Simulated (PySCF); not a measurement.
# C2H5FOSi: the cost of one run

The runs use PySCF 2.14.0, with density-fitted response routines of our own; the level of theory stands in each step. All values are computed, except where a source is named. Atoms count from 0, in the outputs and in this text.

## Step 1: Starting geometry

10 atoms, charge 0, multiplicity 1; geometry from: PBE0-D3(BJ)/def2-SVP.

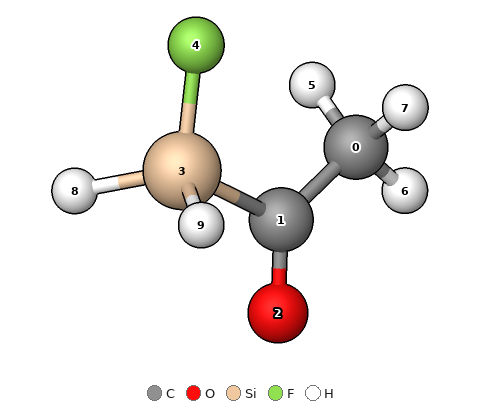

The starting geometry (carbon grey, oxygen red, silicon light orange, fluorine green, hydrogen white), atoms numbered; sticks join atoms by distance.

## Step 2: NMR shieldings: PBE0/pcSseg-2

What the job is given:

```
{"job": {"kind": "nmr", "xc": "PBE0", "basis": "pcSseg-2", "pop": false}, "charge": 0, "multiplicity": 1}
C     -1.483182     0.090024     0.149207
C     -0.238561    -0.061760    -0.673466
O     -0.246818    -0.193275    -1.878570
Si     1.512484    -0.066037     0.121798
F      1.397083     0.158523     1.732371
H     -1.526838    -0.704351     0.912537
H     -2.373704     0.051000    -0.493612
H     -1.451599     1.044564     0.700087
H      2.150665    -1.385170    -0.133968
H      2.308488     1.046435    -0.461084
```

Level: GIAO PBE0/pcSseg-2 NMR shielding, non-relativistic, gas phase.

Started as:

```console
$ OMP_NUM_THREADS=1 python probes_run.py task.json out
```

The driver reads the jobs from task.json and runs them one after another.

**Question.** How long does this first job take on 1 thread of Arm Neoverse V2, shared host, and how much memory does it need?

About 21 s, with a peak of 0.99 GiB.
